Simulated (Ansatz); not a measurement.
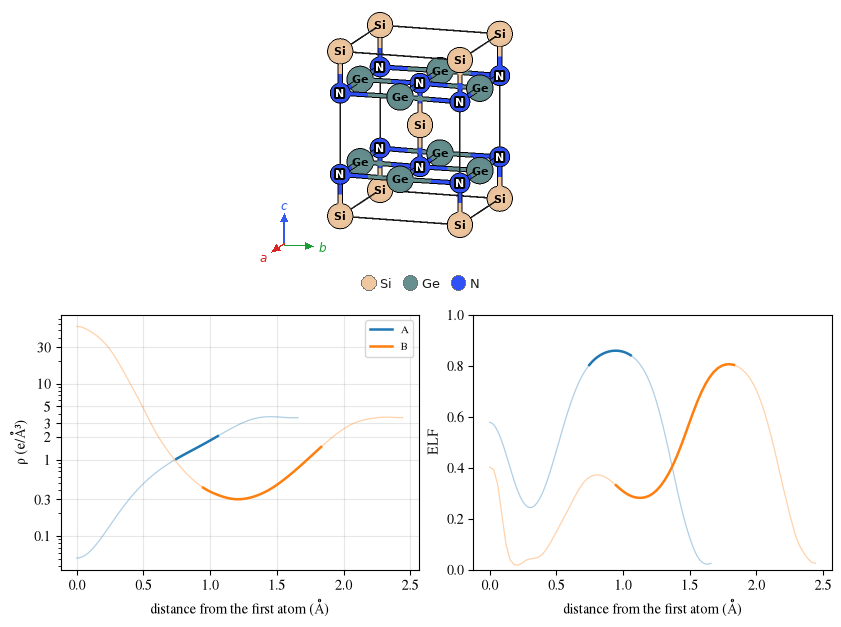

Figure 1: SiGe2N2. Valence charge density (pseudo) and electron localisation function along straight lines between neighbouring atoms. Thin, pale parts lie inside the atomic spheres. The structure is drawn too.

Space group I4/mmm; started from the ThCr2Si2_139 prototype, which need not be the ambient phase.

Computed with Ansatz, DFT PBE, scalar-relativistic, plane waves, PAW.

The density is the valence pseudo-density of a PAW calculation; it isn't the true density close to the nuclei.

Question: Which curve belongs to which contact (Ge–N and Si–N)? The first atom named is at distance zero.

Answer: Curve A: Si–N (1.66 Å): ρ is about 1.2 e/Å³ halfway; the ELF peaks at about 0.85 between the atoms. Curve B: Ge–N (2.44 Å): ρ is about 0.3 e/Å³ halfway; the ELF peaks at about 0.80 in the valence shell of N, 0.6 Å from its nucleus, and drops to about 0.30 between the two atoms.
